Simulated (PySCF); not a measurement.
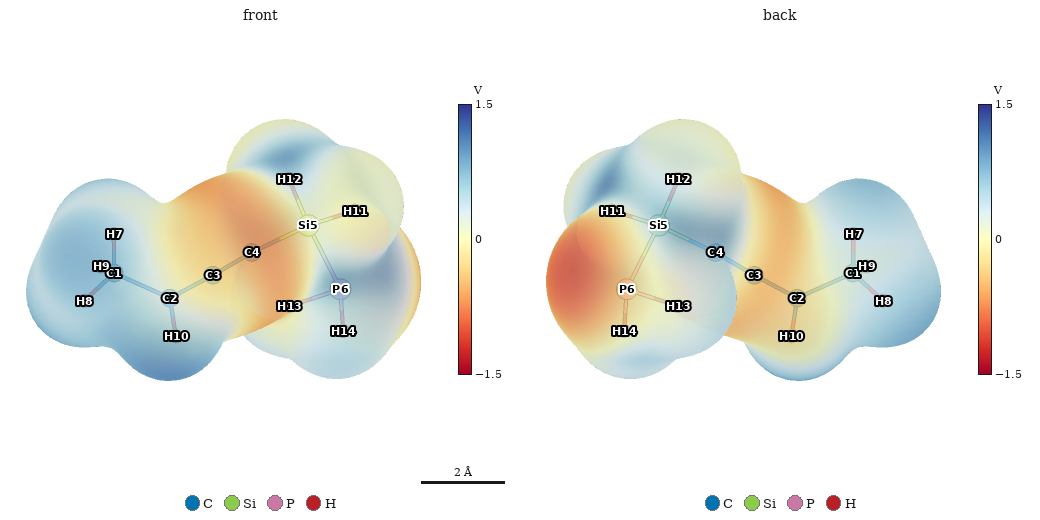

Figure. C4H8PSi (SMILES C[CH]C#C[SiH2]P) (doublet). The molecular electrostatic potential painted on the density surface at 0.002 e/bohr³, seen from the front and from behind; the colour scale runs from red (negative) to blue (positive).

Geometry: GFN2-xTB.

Method: UKS B3LYP, pcH-1 on C H P Si, non-relativistic, mean-field spin-orbit, GIAO in PySCF.

```yaml
atoms:
  - { symbol: C, position_ang: [-2.9483, -0.5248, 0.0759] }
  - { symbol: C, position_ang: [-1.7642, -0.6532, 0.9640] }
  - { symbol: C, position_ang: [-0.6000, -0.0138, 0.7326] }
  - { symbol: C, position_ang: [0.4398, 0.6127, 0.5116] }
  - { symbol: Si, position_ang: [2.0693, 1.3432, 0.1161] }
  - { symbol: P, position_ang: [3.6764, -0.2379, 0.0284] }
  - { symbol: H, position_ang: [-2.7542, 0.1732, -0.7346] }
  - { symbol: H, position_ang: [-3.2147, -1.4959, -0.3481] }
  - { symbol: H, position_ang: [-3.8125, -0.1785, 0.6466] }
  - { symbol: H, position_ang: [-1.8497, -1.2927, 1.8309] }
  - { symbol: H, position_ang: [2.4820, 2.2776, 1.1705] }
  - { symbol: H, position_ang: [2.0194, 1.9790, -1.2045] }
  - { symbol: H, position_ang: [2.9492, -1.1291, -0.7371] }
  - { symbol: H, position_ang: [3.3069, -0.8603, 1.2057] }
```

> Which sites attract a positive test charge, and which a negative one?

A positive charge is drawn to the negative regions and a negative charge to the positive ones. The most negative region (about −1.0 V, or −23 kcal/mol for a unit charge) lies over P6, the most positive (about +1.1 V, or +25 kcal/mol for a unit charge) over Si5 and H10.
